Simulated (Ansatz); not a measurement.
# AlH3S2: trial inputs and their diagnosis

3 inputs were typed for AlH3S2. Each is run as it stands; the log then has to tell whether the result can be used.

Method: the settings change from run to run; program: Ansatz 0.2.0, Gaussian basis.

## 1. The molecule

An earlier PBE0-D4 in a triple-zeta def2 set relaxation fixed the geometry.

SMILES `[SH][AlH][SH]`, 6 atoms, charge 0, spin multiplicity 1.

Atoms are counted from 1 here; the program's logs count them from 0.

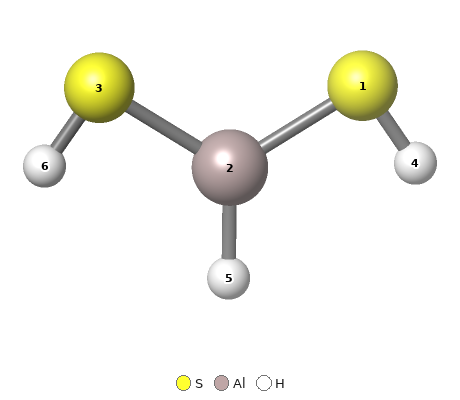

The geometry (sulfur yellow, aluminium light grey, hydrogen white); atoms are numbered from 1 in the order of the file.

## 2. Try 1

Contents of in.yaml:

```yaml
crystal:
  periodic: [false, false, false]
  atoms:
    - {symbol: S, position_ang: [-1.569958, -1.365906, -0.642499]}
    - {symbol: Al, position_ang: [-0.026843, 0.165191, -0.272752]}
    - {symbol: S, position_ang: [0.978147, -0.478909, 1.733235]}
    - {symbol: H, position_ang: [-1.683176, -0.454394, -1.936003]}
    - {symbol: H, position_ang: [0.156814, 1.465256, -0.766283]}
    - {symbol: H, position_ang: [1.733535, 0.500728, 1.851331]}
basis:
  gaussian: {orbitals: def2-SVPD}
total_charge: 1
magnetization: {spin_polarized: true, initial_magnetization: 2}
hamiltonian: {xc: {name: wB97X}}
output: {forces: true}
```

Run with:

```
$ ansatz run in.yaml --threads 2 --pin off --events-out ev --progress --plain --max-ram 32768MiB --backend cpu
```

Output:

```text
Error: a molecule whose nuclei and cores have a total charge of 48 cannot have a net charge of 1 together with 2 unpaired electrons
```

It took 0.05 s on 2 threads, shared host.

**Diagnosis.** Refused before any calculation. The number of unpaired electrons doesn't fit the electron count. Its coordinates are also moved off the relaxed structure. Fix: make charge and initial_magnetization agree: an even electron count takes an even number of unpaired electrons.

## 3. Try 2

Contents of in.yaml:

```yaml
crystal:
  periodic: [false, false, false]
  atoms:
    - {symbol: S, position_ang: [-3.264696, -2.797210, -1.773288]}
    - {symbol: Al, position_ang: [0.073854, 0.234260, -0.153819]}
    - {symbol: S, position_ang: [2.416579, -1.125809, 3.798421]}
    - {symbol: H, position_ang: [-3.948274, -1.022177, -4.038438]}
    - {symbol: H, position_ang: [0.754735, 3.236628, -1.748603]}
    - {symbol: H, position_ang: [4.060204, 1.333289, 3.814087]}
basis:
  gaussian: {orbitals: def2-mTZVPP}
hamiltonian: {xc: {name: B2PLYP}}
scf: {lower_state_search: full}
output: {forces: true}
```

Launched as before.

Output, shortened:

```text
Functional definition: B2PLYP
  name "B2PLYP"
  cite "Grimme, J. Chem. Phys. 124, 034108 (2006) doi:10.1063/1.2148954"
  cite "Becke, Phys. Rev. A 38, 3098 (1988) doi:10.1103/PhysRevA.38.3098"
  cite "Lee, Yang & Parr, Phys. Rev. B 37, 785 (1988) doi:10.1103/PhysRevB.37.785"
[...]
818 factors; integrals over basis functions are off by at most 4.6e-4 eV
[...]
mean field -28283.02624330 eV, -1039.3820435177 hartree, gradient 1.8e-6 eV, S^2 0.000000; 8 other end points of the search recorded, 0 dependent functions left out; unrestricted orbitals would lower it
15 core orbitals not correlated: weight in the atoms' cores, before any rotation towards them, 1.000 or more for the frozen orbitals, at most 0.000 for the correlated occupied ones
reference -28283.02646919 eV, -1039.3820518189 hartree; 9, 9 occupied and 67, 67 virtual orbitals, 818 factors
second order -30.29218670 eV of doubles, -0.00000000 eV of singles
[...]
Total energy: -28291.20535960 eV, -1039.6826204976 hartree
Atom 0 at    -3.264696    -2.797210    -1.773288 Å, force    -0.410337     0.481019    -0.888010 eV/Å
Atom 1 at     0.073854     0.234260    -0.153819 Å, force     0.053889     0.237699    -0.126286 eV/Å
Atom 2 at     2.416579    -1.125809     3.798421 Å, force     0.702849     0.808717     0.202897 eV/Å
Atom 3 at    -3.948274    -1.022177    -4.038438 Å, force     0.255284    -0.603764     0.798217 eV/Å
Atom 4 at     0.754735     3.236628    -1.748603 Å, force    -0.016478    -0.072482     0.038456 eV/Å
Atom 5 at     4.060204     1.333289     3.814087 Å, force    -0.585207    -0.851189    -0.025273 eV/Å
Dipole moment:     0.115756     0.510736    -0.271362 e Å
```

Run time: 24 s. Hardware: 2 threads, shared host.

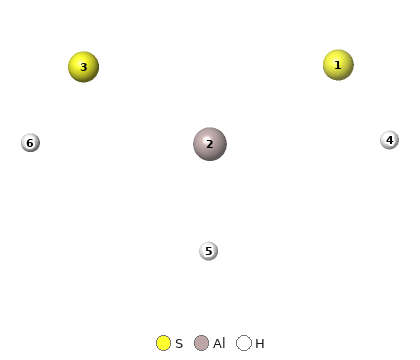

The geometry of this input.

**Diagnosis.** It ended without an error, which proves nothing about the input. The geometry is stretched to more than twice its size. The shortest distance is 2.96 Å (S3–H6), against 1.34 Å in the relaxed molecule. Its energy is no property of the relaxed molecule. To mend it, use the relaxed coordinates.

## 4. Try 3

Contents of in.yaml:

```yaml
crystal:
  periodic: [true, true, true]
  atoms:
    - {symbol: S, position_ang: [-1.483953, -1.271459, -0.806040]}
    - {symbol: Al, position_ang: [0.033570, 0.106482, -0.069918]}
    - {symbol: S, position_ang: [1.098445, -0.511731, 1.726555]}
    - {symbol: H, position_ang: [-1.794670, -0.464626, -1.835654]}
    - {symbol: H, position_ang: [0.343061, 1.471194, -0.794820]}
    - {symbol: H, position_ang: [1.845547, 0.606041, 1.733676]}
basis:
  gaussian: {orbitals: def2-SVP}
hamiltonian: {xc: {name: wB97X}}
scf: {lower_state_search: off}
```

Launched as before.

Output:

```text
Error: YAML parse error: error: line 2 column 3: crystal: missing field `lattice` (a structure is typed as `lattice` and `atoms`, a molecule's as `atoms` in Å alone, or read from a run's directory, `checkpoint`)
 --> <input>:2:3
  |
1 | crystal:
2 |   periodic: [true, true, true]
  |   ^ crystal: missing field `lattice` (a structure is typed as `lattice` and `atoms`, a molecule's as `atoms` in Å alone, or read from a run's directory, `checkpoint`)
3 |   atoms:
4 |     - {symbol: S, position_ang: [-1.483953, -1.271459, -0.806040]}
  |
```

Wall time 0.05 s (2 threads, shared host).

**Diagnosis.** Refused before any calculation. The molecule is marked periodic without a cell. Cure: set periodic to false, or give a lattice.

## 5. How the tries ended

| try | level | ended | cause | time |
| --- | --- | --- | --- | --- |
| 1 | wB97X/def2-SVPD | refused | the number of unpaired electrons doesn't fit the electron count | 0.05 s |
| 2 | B2PLYP/def2-mTZVPP | converged | the geometry is stretched to more than twice its size | 24 s |
| 3 | wB97X/def2-SVP | refused | the molecule is marked periodic without a cell | 0.05 s |

**Reading.** 2 refused, 1 converged. A refusal costs next to no computing time. The dangerous case is the input that converges on a wrong geometry, charge, spin, basis or grid: often only a look at the input shows it.
